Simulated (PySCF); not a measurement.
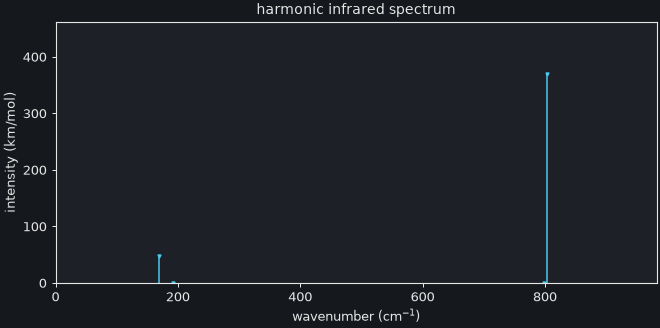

IR spectrum of TaF₄⁺, singlet, at a minimum, with Ta as the central atom. Unscaled harmonic wavenumbers and double-harmonic intensities, PBE0/def2-SVP (ECP) with PySCF 2.14.0, isolated molecule. Structures are the lowest points that the searches found. Degenerate modes count as one line, with their intensities summed.

> What symmetry does the computed molecule have?

The calculation gave Td. Its 9 modes give 4 distinct wavenumbers, 2 with an intensity of 0.05 km/mol or more.
```
 cm⁻¹  km/mol  symmetry
169.1    48.5   t2 (×3)
191.3     0.0    e (×2)
799.1     0.0        a1
802.6   369.9   t2 (×3)
```

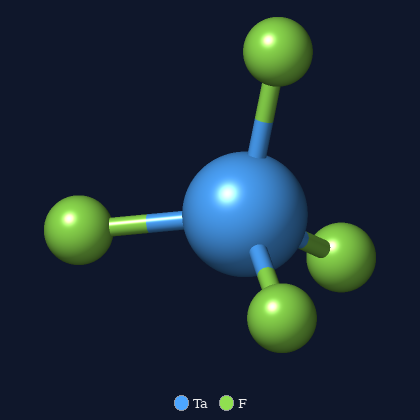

Note: closed-shell stability not tested; spin-orbit coupling is left out, and with Ta it can shift these values; double-zeta basis on some or all atoms.
